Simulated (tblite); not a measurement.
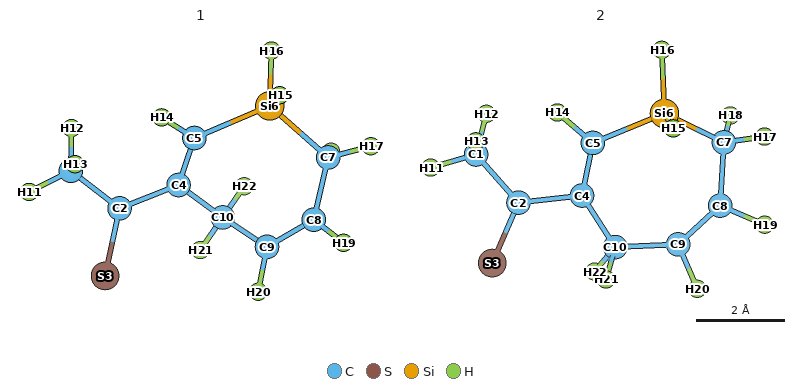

Two geometries of C₈H₁₂SSi, drawn at one scale. One is the start of a relaxation, the other its converged end. The picture is a ball-and-stick view, seen at a tilt.

Computed with GFN2-xTB geometry optimisation, gas phase in tblite 0.8.0. 

### Which geometry has the lower energy?

Structure 1 is the relaxed one. The largest move after the best rigid fit is that of H22, 2.31 Å. Largest moves by element: H 2.31 Å, C 1.01 Å, S 0.50 Å, Si 0.39 Å. Some distances before and after: C4–C10 1.444 → 1.510 Å, C9–C10 1.446 → 1.502 Å, Si6–C7 1.854 → 1.909 Å, C10–H21 1.145 → 1.090 Å. Bond angles that change, for instance: C5–C4–C10 137.1° → 120.9°, C8–C9–C10 139.0° → 123.1°, C7–C8–C9 136.1° → 123.4°. Groups turn about C4–C10 by about 90°, C9–C10 by about 90°, C5–Si6 by about 45°. The energy falls by 23.9 kcal/mol in 194 geometry steps.
